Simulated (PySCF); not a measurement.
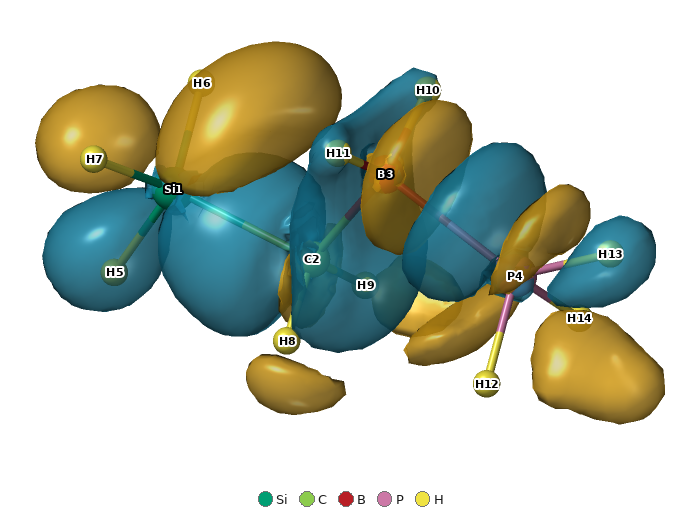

CH10BPSi, SMILES `[SiH3]C[BH2-][PH3+]`. Unrelaxed difference density of T₃ less the ground state (TDA triplet states), ±0.01 e/Å³; yellow: gain, teal: loss.

PySCF calculation, ωB97X/6-311G**, gas phase; geometry: GFN2-xTB. No frequency check shows the geometry to be a minimum. GFN2-xTB bond lengths at metals and heavier atoms can be off by up to 0.1 Å and shapes distorted, which carries into these values. Without diffuse functions Rydberg states are missing, so the states' numbers hold for this basis only.

Input

```python
import numpy as np
from pyscf import gto, scf, dft, tdscf
from pyscf.scf import atom_ks, atom_hf
from scipy.linalg import block_diag

def solve(mol, dm0=None, hcore=None):
    mf = (dft.UKS if mol.spin else dft.RKS)(mol, xc='wb97x')
    mf.grids.level = 3
    mf = mf.density_fit(auxbasis='def2-universal-jkfit')
    mf.conv_tol, mf.max_cycle = 1e-8, 80
    if hcore is not None:
        mf.get_hcore = lambda *args: hcore
    mf.kernel(dm0)
    if not mf.converged:
        mf = mf.newton().run(mf.mo_coeff, mf.mo_occ, max_cycle=30)
    assert mf.converged, 'SCF not converged'
    return mf

mol = gto.M(atom='''
Si    -2.33982     0.00323     0.00001
C     -0.50569    -0.46891     0.00014
B      0.49342     0.82096     0.00028
P      2.21212    -0.06555    -0.00010
H     -3.14751    -1.22692    -0.00052
H     -2.67511     0.77928    -1.19728
H     -2.67567     0.77877     1.19636
H     -0.32552    -1.10478     0.87382
H     -0.32511    -1.10440    -0.87443
H      0.46800     1.47748    -0.99375
H      0.46754     1.47706     0.99460
H      2.43447    -0.96205     1.03129
H      3.48668     0.49392    -0.00039
H      2.43495    -0.96161    -1.03055
''', basis='6-311g**', charge=0, spin=0, verbose=4)
mf = solve(mol)
td = mf.TDA()
td.nstates, td.singlet, td.conv_tol = 4, False, 1e-5
td.kernel()
td.analyze()
x, y = np.array([p[0] for p in td.xy]), np.array([p[1] + 0 * p[0] for p in td.xy])
f, mu = np.zeros(len(td.e)), np.zeros((len(td.e), 3))
nto = [td.get_nto(state=i + 1, verbose=4) for i in range(len(td.e))]
# spherically averaged free atoms, for the promolecule
atm = atom_ks.get_atm_nrks(mol, xc='wb97x')
pro = block_diag(*[(atm[a[0]][2] * atm[a[0]][3]) @ atm[a[0]][2].T for a in mol._atom])
np.savez('result.npz', e=td.e, f=f, ok=td.converged, w=[n[0] for n in nto], nto=[n[1] for n in nto], x=x, y=y, c=mf.mo_coeff, occ=mf.mo_occ, eps=mf.mo_energy, pro=pro, mu=mu)
```

Run with:

```sh
OMP_NUM_THREADS=1 python input.py
```

The run took 3.8 min on 1 thread of Intel(R) Xeon(R) 6975P-C (Granite Rapids), with other jobs on the host, peak memory 0.82 GiB.

How does the charge move on excitation?

Answer. 0.67 e is displaced in all, mostly between regions of the same atoms. The state: 7.65 eV (162 nm), spin-forbidden from the singlet ground state, partly diffuse acceptor orbital, which a basis without diffuse functions describes poorly; the leading pair carries 92 %; hole on C2 (30 %), Si1 (19 %) and P4 (18 %), electron on Si1 (19 %), P4 (18 %) and B3 (13 %) (atom shares of so diffuse an orbital are rough); their centroids lie 0.4 Å apart.
